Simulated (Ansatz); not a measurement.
Where the default PAW files enter, the runs use the earlier of Ansatz's two default sets.

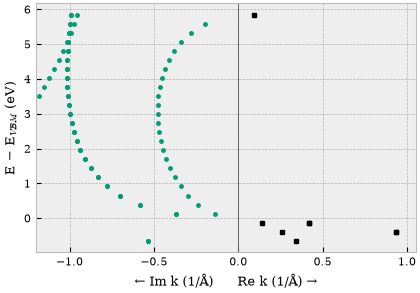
Complex bands at the centre of the two-dimensional zone; r2SCAN (Ansatz, a quantum-chemistry and plane-wave program)

No gap correction and no spin-orbit coupling; mid-gap values are interpolated between computed energies.

Q: This is Li2O (Fm-3m, anti-fluorite, 3 atoms a cell, 8.4 Å³ an atom, -4 GPa at this level) along the normal of (111). Read off the slowest decay at the centre of the two-dimensional zone at 2.73 eV, the computed energy nearest the middle of the gap.

A: κ ≈ 0.47 1/Å, a decay length 1/(2κ) of the density of 1.1 Å.
